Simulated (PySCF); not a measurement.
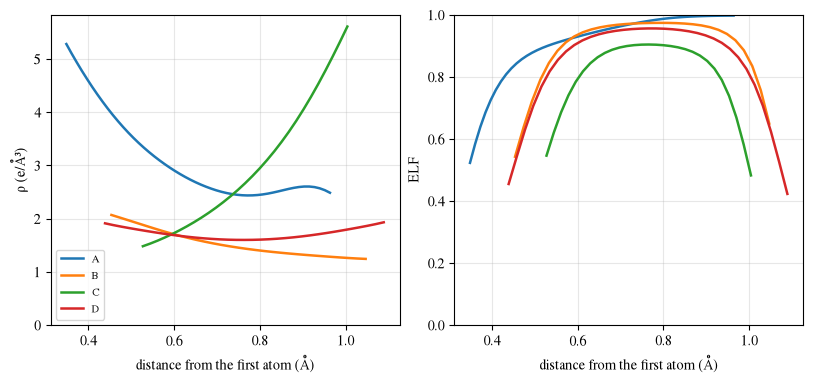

*C$_{4}$H$_{11}$BO (BEt2(OH)). Electron density and electron localisation function along straight lines between neighbouring atoms. The curves leave out the atomic cores.*

Geometry: PBE0-D3(BJ)/def2-SVP.

Theory: PBE0/def2-SVPD, SCF density, gas phase in PySCF 2.14.0.

```xyz
17

B    -0.3698   -0.9507    0.1749
C     1.1723   -0.8306   -0.1458
C     1.9104    0.1869    0.7257
H     1.2693   -0.5338   -1.2078
H     1.6451   -1.8227   -0.0630
H     2.9749    0.2677    0.4549
H     1.4756    1.1956    0.6386
H     1.8681   -0.0904    1.7913
C    -1.3405    0.3049    0.1680
C    -1.1557    1.2644   -1.0068
H    -1.1467    0.8490    1.1134
H    -2.3980   -0.0133    0.2328
H    -1.8128    2.1450   -0.9309
H    -0.1205    1.6348   -1.0673
H    -1.3776    0.7742   -1.9682
O    -0.8368   -2.1894    0.4921
H    -1.7858   -2.1922    0.6584
```

Q: Which curve belongs to which contact (B–O, C–B, C–C and O–H)? The first atom named is at distance zero.

A: Curve A: O–H (0.96 Å): ρ is about 3.7 e/Å³ halfway; the ELF climbs to about 1 towards the hydrogen, as it does in any bond to H; an ordinary covalent bond to hydrogen. Curve B: C–B (1.58 Å): ρ is about 1.4 e/Å³ halfway; the ELF peaks at about 1 between the atoms; a shared electron pair. Curve C: B–O (1.36 Å): ρ is about 2.1 e/Å³ halfway; the ELF peaks at about 0.90 between the atoms, as expected for a polar covalent bond. Curve D: C–C (1.53 Å): ρ is about 1.6 e/Å³ halfway; the ELF peaks at about 0.95 between the atoms: localised, covalent bonding.
